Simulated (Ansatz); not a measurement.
## AlNH3: one change and its effect

System: AlNH3, multiplicity 2.
Method of run A: UKS wB97X-V/def2-SVP (Ansatz 0.2.0).

Text and figures count atoms from 1; the logs count them from 0 in places.

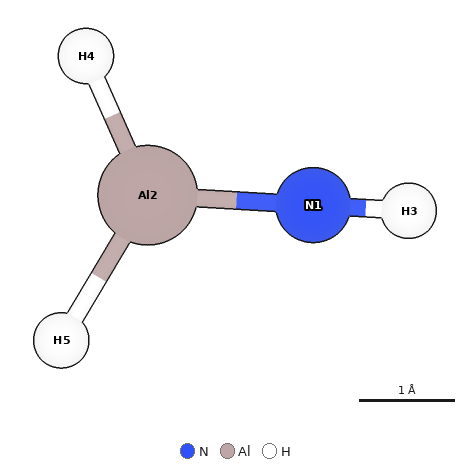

**Figure 1.** The input geometry (ball-and-stick view, seen on its broad side; atoms are numbered from 1 in the order of the input). Sticks mark near contacts.

**Input file, run A**
```yaml
crystal:
  periodic: [false, false, false]
  atoms:
    - { symbol: "N", position_ang: [0.493059, -0.743689, 0.709937] }
    - { symbol: Al, position_ang: [-0.265774, 0.400116, -0.380872] }
    - { symbol: H, position_ang: [0.934128, -1.405027, 1.336002] }
    - { symbol: H, position_ang: [-1.479477, -0.13994, -1.292237] }
    - { symbol: H, position_ang: [0.36894, 2.07057, -0.390447] }
magnetization:
  spin_polarized: true
  initial_magnetization: 1
basis:
  gaussian: { orbitals: def2-SVP }
hamiltonian:
  xc: { name: wB97X-V }
output:
  forces: true
```

Launched with:
```bash
ansatz run input.yaml --threads 1 --pin off --max-ram 2560MiB --backend cpu --events-out ev --progress --plain --runs-dir out
```

Hardware: 1 thread of Intel Xeon @ 2.70GHz, 189 GiB of memory available, shared host.

**Output (run A)**
```
Engine: ansatz 0.2.0, x86_64-unknown-linux-gnu
Functional definition: wB97X-V
  parameter omega = 0.3/bohr
  parameter cx = 0.167
  parameter cx1 = 0.603
  parameter cx2 = 1.194
  parameter css0 = 0.556
  parameter css1 = -0.257
  parameter cos0 = 1.219
  parameter cos1 = -1.850
  parameter b = 6.0
  parameter c = 0.01
  exchange = spin_sum(e_x_unif_sr(omega)*poly(b97_u_x, 1 - cx, cx1, cx2)) + cx*exact_x_sr(omega) + exact_x_lr(omega)
  correlation = spin_sum(e_c_pw_same_spin*poly(b97_u_same, css0, css1))
      + integral(e_c_pw_opposite_spin*poly(b97_u_opposite, cos0, cos1)) + vv10(b, c)
457 factors; integrals over basis functions are off by at most 1.2e-3 eV
156 factors; integrals over basis functions are off by at most 9.0e-6 eV
mean field evaluation 1: about -8120.4963 eV, gradient 3.7e1 eV
mean field evaluation 2: about -8109.8300 eV, gradient 5.8e1 eV
mean field evaluation 4: about -8128.5197 eV, gradient 2.0e0 eV
mean field evaluation 8: about -8128.7000 eV, gradient 3.4e-1 eV
mean field evaluation 16: about -8128.7029 eV, gradient 1.4e-3 eV
mean field evaluation 32: about -8128.7029 eV, gradient 2.6e-6 eV
mean field -8128.70290735 eV, -298.7243220124 hartree, gradient 2.6e-6 eV, S^2 0.755113; 2 other end points of the search recorded, 0 dependent functions left out
the calculation of the forces begins
reference -8128.70290569 eV, -298.7243219513 hartree; 12, 11 occupied and 35, 36 virtual orbitals, 457 factors
Total energy: -8128.70290569 eV, -298.7243219513 hartree
Atom 0 at     0.493059    -0.743689     0.709937 Å, force    -0.040059     0.088515    -0.068894 eV/Å
Atom 1 at    -0.265774     0.400116    -0.380872 Å, force     0.406240     1.558292    -0.177379 eV/Å
Atom 2 at     0.934128    -1.405027     1.336002 Å, force     0.007804     0.008182     0.005241 eV/Å
Atom 3 at    -1.479477    -0.139940    -1.292237 Å, force     0.327009     0.185233     0.231878 eV/Å
Atom 4 at     0.368940     2.070570    -0.390447 Å, force    -0.700993    -1.840223     0.009155 eV/Å
Dipole moment:     0.070508    -0.207930     0.134208 e Å
```

For run B the input was changed thus:
```diff
-    - { symbol: H, position_ang: [0.36894, 2.07057, -0.390447] }
+    - { symbol: H, position_ang: [0.293286, 1.871461, -0.389306] }
```

How does run B compare with run A?

On the same kind of shared host run B took about 110 times as long.

**Output (run B)**
```
Engine: ansatz 0.2.0, x86_64-unknown-linux-gnu
Functional definition: wB97X-V
  parameter omega = 0.3/bohr
  parameter cx = 0.167
  parameter cx1 = 0.603
  parameter cx2 = 1.194
  parameter css0 = 0.556
  parameter css1 = -0.257
  parameter cos0 = 1.219
  parameter cos1 = -1.850
  parameter b = 6.0
  parameter c = 0.01
  exchange = spin_sum(e_x_unif_sr(omega)*poly(b97_u_x, 1 - cx, cx1, cx2)) + cx*exact_x_sr(omega) + exact_x_lr(omega)
  correlation = spin_sum(e_c_pw_same_spin*poly(b97_u_same, css0, css1))
      + integral(e_c_pw_opposite_spin*poly(b97_u_opposite, cos0, cos1)) + vv10(b, c)
457 factors; integrals over basis functions are off by at most 9.9e-4 eV
156 factors; integrals over basis functions are off by at most 7.6e-6 eV
mean field evaluation 1: about -8122.3060 eV, gradient 3.4e1 eV
mean field evaluation 2: about -8117.1137 eV, gradient 4.7e1 eV
mean field evaluation 4: about -8128.8208 eV, gradient 1.4e0 eV
mean field evaluation 8: about -8128.9332 eV, gradient 6.5e-2 eV
mean field evaluation 16: about -8128.9332 eV, gradient 6.9e-4 eV
mean field evaluation 32: about -8128.9332 eV, gradient 1.2e-6 eV
mean field -8128.93324366 eV, -298.7327867156 hartree, gradient 1.2e-6 eV, S^2 0.754911; 2 other end points of the search recorded, 0 dependent functions left out
the calculation of the forces begins
reference -8128.93324200 eV, -298.7327866548 hartree; 12, 11 occupied and 35, 36 virtual orbitals, 457 factors
Total energy: -8128.93324200 eV, -298.7327866548 hartree
Atom 0 at     0.493059    -0.743689     0.709937 Å, force    -0.006488     0.004580    -0.009255 eV/Å
Atom 1 at    -0.265774     0.400116    -0.380872 Å, force    -0.313985    -0.227782    -0.204825 eV/Å
Atom 2 at     0.934128    -1.405027     1.336002 Å, force    -0.001841    -0.001742     0.000169 eV/Å
Atom 3 at    -1.479477    -0.139940    -1.292237 Å, force     0.290168     0.127376     0.218713 eV/Å
Atom 4 at     0.293286     1.871461    -0.389306 Å, force     0.032146     0.097568    -0.004803 eV/Å
Dipole moment:     0.102637    -0.132707     0.136978 e Å
```

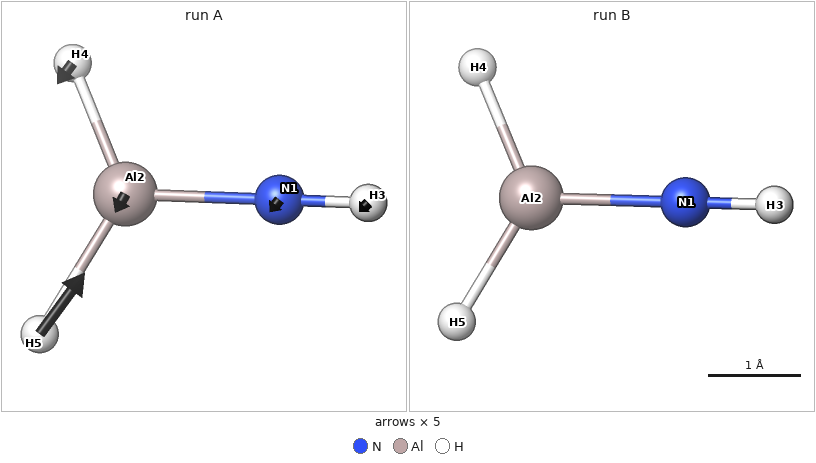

**Figure 2.** The two input geometries at one scale (ball-and-stick view, seen at a tilt). The black arrows on the first give the shifts of the atoms after the best rigid fit, magnified 5 times. The atom that moves furthest after the best rigid fit is H5 (0.17 Å). Largest moves by element: H 0.17 Å, Al 0.05 Å, N 0.03 Å. Among the contacts that change: Al2–H5 1.787 → 1.574 Å.

**The two runs side by side**

| quantity | run A | run B |
| --- | --- | --- |
| outcome | converged | converged |
| total energy (hartree) | −298.724322 | – |
| ⟨S²⟩ | 0.755 | – |
| largest force (eV/Å) | 1.969 | – |
| basis functions | 47 | – |
| wall time (shared host) | 13 s | 23 min |
